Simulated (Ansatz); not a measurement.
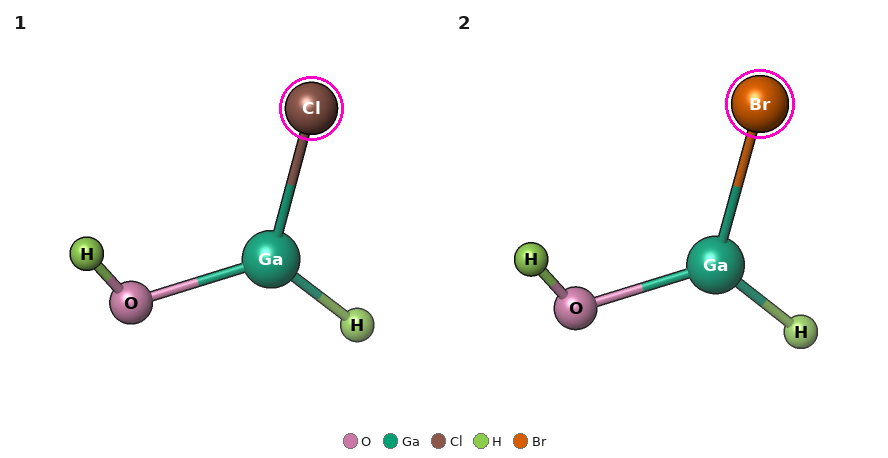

2 molecules with one skeleton, seen from the same side and at one scale; the atom that differs is circled. Charge 0, singlet. Computed geometries: PBE0-D4/def2-TZVP optimisations, one conformation each. Properties computed with Ansatz 0.2.0.

One atom differs, called X below: Cl in panel 1, Br in panel 2. Their formulas are ClGaH2O (`[OH][GaH][Cl]`), BrGaH2O (`[OH][GaH][Br]`).

### In which is the length of X–Ga larger (PBE0-D4/def2-TZVP)?

In panel 2 (X = Br).

### In which is the HOMO energy (Kohn–Sham orbital) higher (revPBE-D4/def2-TZVPP)?

In panel 2 (X = Br).

Give the values. With PBE0-D4/def2-TZVP: length of X–Ga (Å), angle O–Ga–X (°), harmonic X–Ga stretching wavenumber (cm⁻¹). With revPBE-D4/def2-TZVPP: HOMO energy (Kohn–Sham orbital) (eV), HOMO–LUMO gap (eV). With ωB97M-V/def2-TZVPP: dipole moment (D).

```csv
quantity,1 (Cl),2 (Br),2 − 1
length of X–Ga (Å),2.145,2.290,+0.145
angle O–Ga–X (°),115.0,115.4,+0.4
HOMO energy (Kohn–Sham orbital) (eV),−7.44,−7.08,+0.36
HOMO–LUMO gap (eV),5.64,5.21,−0.43
dipole moment (D),0.48,0.41,−0.07
harmonic X–Ga stretching wavenumber (cm⁻¹),416,302,−114
```
